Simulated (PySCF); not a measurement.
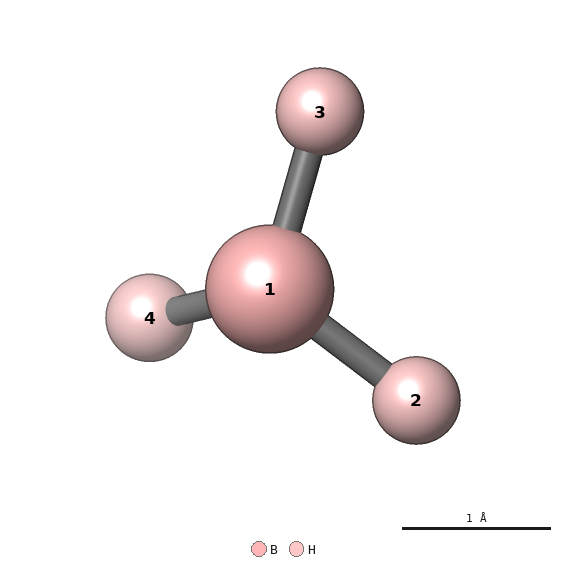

Orthographic view. Depth is shown by fading: the farther an atom, the more it takes the colour of the background. The species has charge −1 and is a spin doublet. The computed structure is the end point of a GFN2-xTB optimisation. No frequency run is at hand to confirm it as a minimum.

Write a Z-matrix (Å, degrees) in the order of the atom numbers, with these reference atoms: 2 to 1; 3 to 1, 2; 4 to 1, 2, 3.

```
B  
H    1   1.253
H    1   1.254   2   111.5
H    1   1.254   2   111.5   3   125.4
```
